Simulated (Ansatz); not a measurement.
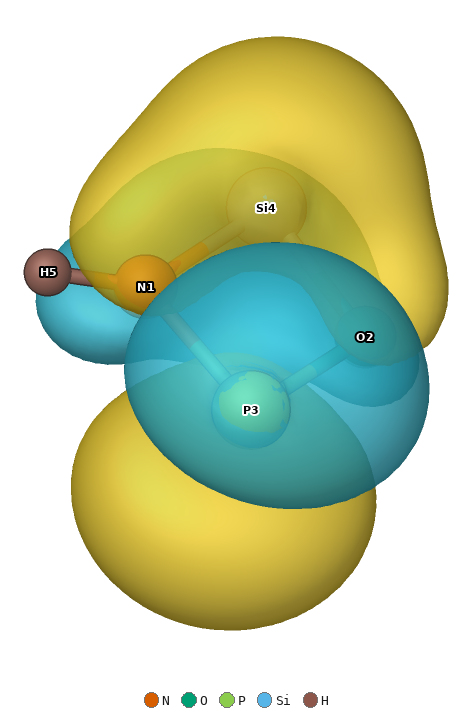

Figure 1: HNOPSi (doublet). The HOMO (α) at ±0.06 Å⁻³ᐟ² (yellow and cyan are the two phases), seen at an oblique angle.

Geometry: PBE0-D3(BJ)/def2-SVP.

These are results of isolated molecule in a Gaussian basis; Kohn-Sham density functional theory, functional PBE0 (Ansatz 0.2.0), not measurements.

```yaml
atoms:
  - { symbol: N, position_ang: [-2.2733, 0.6731, -0.0770] }
  - { symbol: O, position_ang: [-2.3376, 0.9278, -2.3494] }
  - { symbol: P, position_ang: [-3.0735, -0.1663, -1.3369] }
  - { symbol: Si, position_ang: [-1.4802, 1.8487, -1.1452] }
  - { symbol: H, position_ang: [-2.3077, 0.4812, 0.9191] }
```

Describe this orbital and give its energy.

Answer. It lies mainly on P3 (about 65 %), Si4 (about 20 %) and N1 (about 10 %); it changes sign across the molecular plane (π type); π-bonding across N1–Si4. Its energy is −5.50 eV.
